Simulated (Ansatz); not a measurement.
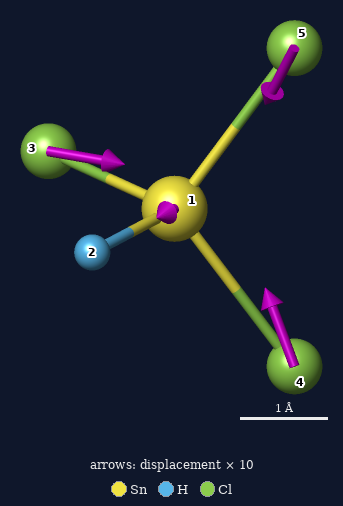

A relaxation of SnHCl$_{3}$. The starting structure is drawn; purple arrows show the displacements, magnified 10 times. The two geometries are superimposed by the best rigid fit.

A ball-and-stick model, seen at a tilt.

The run prepares the start of a later molecular dynamics calculation, from a guessed geometry.

These are results of RKS r2SCAN-D4/def2-SVP in Ansatz 0.2.0, not measurements.

Input file:
```yaml
crystal:
  periodic: [false, false, false]
  atoms:
    - { symbol: Sn, position_ang: [0.0, 0.0, 0.0] }
    - { symbol: H, position_ang: [0.0, 0.0, 1.74] }
    - { symbol: Cl, position_ang: [2.2726, 0.0, -0.8025] }
    - { symbol: Cl, position_ang: [-1.1351, 1.9666, -0.8025] }
    - { symbol: Cl, position_ang: [-1.1351, -1.9666, -0.8025] }
basis:
  gaussian: { orbitals: def2-SVP }
hamiltonian:
  xc: r2scan
  dispersion: d4
relax:
  f_tol: 0.02
  max_steps: 40
```

Launched with:
```bash
ansatz run input.yaml --threads 2 --pin off --max-ram 3072MiB --backend cpu --events-out ev --progress --plain --runs-dir out
```

### Which element moves most?

Chlorine: up to 0.099 Å, against 0.038 Å for tin.

### What happened in the run?

The energy falls by 13.5 kJ/mol in 3 geometry steps. Largest force component: 0.99 eV/Å at the start, 0.011 eV/Å at the end. The largest moves after the best rigid fit, 0.099 Å, are those of Cl3, Cl4 and Cl5. Largest moves by element: Cl 0.099 Å, Sn 0.038 Å, H 0.002 Å. Some distances before and after: Sn1–Cl3 2.410 → 2.335 Å, Sn1–H2 1.740 → 1.700 Å. Bond angles that change, for instance: Cl3–Sn1–Cl4 109.5° → 107.4°.
